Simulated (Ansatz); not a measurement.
# singlet C2H2N+: levels of theory compared

Wanted: a comparison of 3 runs (BLYP/STO-3G, r2SCAN0/STO-3G, wB97X/STO-3G) of singlet C2H2N+. 

The calculation is run with Ansatz 0.2.0.

37 further runs of the same task are left out: 37 set aside as unsound or not needed.

### Step 1. The structure to begin with

The species is C2H2N+ (5 atoms), meant as a singlet with charge +1. SMILES of the parent species: `[CH2]C#N`. The coordinates come from a PBE0-D4/def2-TZVP relaxation. That shape belongs to the parent species and isn't relaxed for this state.

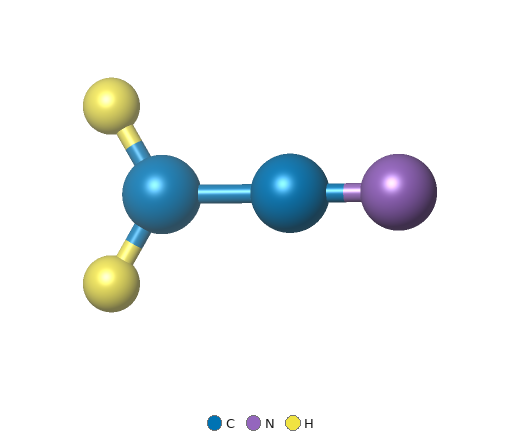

The structure, seen from a chosen angle (carbon blue, nitrogen purple, hydrogen yellow).

### Step 2. A single-point energy at BLYP/STO-3G (run 1)

Input file molecule.yaml:

```yaml
crystal:
  periodic: [false, false, false]
  atoms:
    - {symbol: C, position_ang: [-0.303900, 0.342000, -0.317400]}
    - {symbol: C, position_ang: [0.458100, -0.524000, 0.433100]}
    - {symbol: "N", position_ang: [1.103000, -1.256900, 1.068300]}
    - {symbol: H, position_ang: [-1.157100, -0.027100, -0.869600]}
    - {symbol: H, position_ang: [-0.050200, 1.392300, -0.355600]}
basis:
  gaussian:
    orbitals: STO-3G
total_charge: 1
magnetization:
  spin_polarized: false
  initial_magnetization: 0
hamiltonian:
  xc: {name: BLYP}
accuracy: high
```

The run is started by

```
ansatz run molecule.yaml --threads 1 --pin off --max-ram 2610MiB --events-out events.jsonl --progress --plain --runs-dir runs
```

What it wrote:

```text
Warning: RAYON_NUM_THREADS=1 ignored (pool sized by the plan → 1); use --threads N
Functional definition: BLYP
  name "BLYP"
  parameter beta = 0.0042
  parameter a = 0.04918
  parameter b = 0.132
  parameter c = 0.2533
  parameter d = 0.349
  exchange = b88_x(beta = beta)
  correlation = lyp_c(a = a, b = b, c = c, d = d)
298 factors; integrals over basis functions are off by at most 3.7e-9 eV
mean field evaluation 1: about -3534.5582 eV, gradient 3.1e1 eV
mean field evaluation 2: about -3456.1839 eV, gradient 1.4e2 eV
mean field evaluation 4: about -3537.7616 eV, gradient 3.8e0 eV
mean field evaluation 8: about -3537.7349 eV, gradient 7.3e-2 eV
mean field evaluation 16: about -3537.7349 eV, gradient 3.4e-7 eV
mean field -3537.73492709 eV, -130.0093606077 hartree, gradient 6.4e-9 eV, S^2 0.000000; 0 other end points of the search recorded, 0 dependent functions left out
reference -3537.73496084 eV, -130.0093618480 hartree; 10, 10 occupied and 7, 7 virtual orbitals, 298 factors
Total energy: -3537.73496084 eV, -130.0093618480 hartree
```

Run time: 0.89 s. Hardware: 1 thread of Arm Neoverse V1, shared host.

### Step 3. The energy at r2SCAN0/STO-3G (run 2)

Input file input.yaml:

```yaml
crystal:
  periodic: [false, false, false]
  atoms:
    - {symbol: C, position_ang: [-0.303900, 0.342000, -0.317400]}
    - {symbol: C, position_ang: [0.458100, -0.524000, 0.433100]}
    - {symbol: N, position_ang: [1.103000, -1.256900, 1.068300]}
    - {symbol: H, position_ang: [-1.157100, -0.027100, -0.869600]}
    - {symbol: H, position_ang: [-0.050200, 1.392300, -0.355600]}
basis:
  gaussian:
    orbitals: STO-3G
total_charge: 1
hamiltonian:
  xc: {name: r2SCAN0}
accuracy: high
```

The run is started by

```
ansatz run input.yaml --threads 1 --pin off --max-ram 2610MiB --events-out events.jsonl --progress --plain --runs-dir runs
```

What it wrote:

```text
Warning: RAYON_NUM_THREADS=1 ignored (pool sized by the plan → 1); use --threads N
Functional definition: r2SCAN0
  name "r2SCAN0"
  parameter a = 0.25
  parameter k0 = 0.174
  parameter k1 = 0.065
  parameter a1 = 4.9479
  exchange = (1 - a)*r2scan_x(k0 = k0, k1 = k1, a1 = a1) + a*exact_x
  correlation = r2scan_c
298 factors; integrals over basis functions are off by at most 3.7e-9 eV
mean field evaluation 1: about -3533.6581 eV, gradient 3.2e1 eV
mean field evaluation 2: about -3470.9109 eV, gradient 1.2e2 eV
mean field evaluation 4: about -3536.9668 eV, gradient 5.4e0 eV
mean field evaluation 8: about -3537.0116 eV, gradient 3.7e-2 eV
mean field evaluation 16: about -3537.0116 eV, gradient 4.6e-8 eV
mean field -3537.01163131 eV, -129.9827799779 hartree, gradient 4.2e-8 eV, S^2 0.000000; 0 other end points of the search recorded, 0 dependent functions left out
reference -3537.01163154 eV, -129.9827799865 hartree; 10, 10 occupied and 7, 7 virtual orbitals, 298 factors
Total energy: -3537.01163154 eV, -129.9827799865 hartree
```

Run time: 1.9 s. Hardware: 1 thread of Arm Neoverse V1, shared host; peak memory 0.12 GiB.

### Step 4. The energy at wB97X/STO-3G (run 3)

Input file molecule.yaml:

```yaml
basis:
  gaussian: {orbitals: STO-3G}
crystal:
  periodic: [false, false, false]
  atoms:
    - symbol: C
      position_ang: [-0.303900, 0.342000, -0.317400]
    - symbol: C
      position_ang: [0.458100, -0.524000, 0.433100]
    - symbol: N
      position_ang: [1.103000, -1.256900, 1.068300]
    - symbol: H
      position_ang: [-1.157100, -0.027100, -0.869600]
    - symbol: H
      position_ang: [-0.050200, 1.392300, -0.355600]
total_charge: 1
hamiltonian: {xc: {name: wB97X}}
accuracy: high
```

The run is started by

```
ansatz run molecule.yaml --threads 1 --pin off --max-ram 2610MiB --events-out events.jsonl --progress --plain --runs-dir runs
```

What it wrote:

```text
Warning: RAYON_NUM_THREADS=1 ignored (pool sized by the plan → 1); use --threads N
Functional definition: wB97X
  name "wB97X"
  parameter omega = 0.3/bohr
  parameter cx = 0.157706
  parameter cx1 = 0.726479
  parameter cx2 = 1.04760
  parameter cx3 = -5.70635
  parameter cx4 = 13.2794
  parameter css1 = -4.33879
  parameter css2 = 18.2308
  parameter css3 = -31.7430
  parameter css4 = 17.2901
  parameter cos1 = 2.37031
  parameter cos2 = -11.3995
  parameter cos3 = 6.58405
  parameter cos4 = -3.78132
  exchange = spin_sum(e_x_unif_sr(omega)*poly(b97_u_x, 1 - cx, cx1, cx2, cx3, cx4)) + cx*exact_x_sr(omega)
      + exact_x_lr(omega)
  correlation = spin_sum(e_c_pw_same_spin*poly(b97_u_same, 1, css1, css2, css3, css4))
      + integral(e_c_pw_opposite_spin*poly(b97_u_opposite, 1, cos1, cos2, cos3, cos4))
298 factors; integrals over basis functions are off by at most 3.7e-9 eV
138 factors; integrals over basis functions are off by at most 7.1e-10 eV
mean field evaluation 1: about -3534.1060 eV, gradient 3.8e1 eV
mean field evaluation 2: about -3530.9016 eV, gradient 5.2e1 eV
mean field evaluation 4: about -3538.6314 eV, gradient 6.3e-1 eV
mean field evaluation 8: about -3538.5618 eV, gradient 1.7e-2 eV
mean field evaluation 16: about -3538.5618 eV, gradient 2.6e-6 eV
mean field -3538.56182544 eV, -130.0397485617 hartree, gradient 2.7e-8 eV, S^2 0.000000; 0 other end points of the search recorded, 0 dependent functions left out
reference -3538.56182416 eV, -130.0397485147 hartree; 10, 10 occupied and 7, 7 virtual orbitals, 298 factors
Total energy: -3538.56182416 eV, -130.0397485147 hartree
```

Run time: 4.2 s. Hardware: 1 thread of Arm Neoverse V1, shared host; peak memory 0.21 GiB.

### Step 5. All runs side by side

| run | level | energy (Eh) | wall time |
| --- | --- | --- | --- |
| 1 | BLYP/STO-3G | -130.009362 | 0.89 s |
| 2 | r2SCAN0/STO-3G | -129.982780 | 1.9 s |
| 3 | wB97X/STO-3G | -130.039749 | 4.2 s |

### Step 6. Summary of results

| quantity | value |
| --- | --- |
| run 3: total energy | -130.03975 Eh |

In words: Totals of different functionals can't be ranked against each other. In runs 1, 2, 3 the basis is minimal, so the values are rough. All runs together took 7 s, the longest 4.2 s.
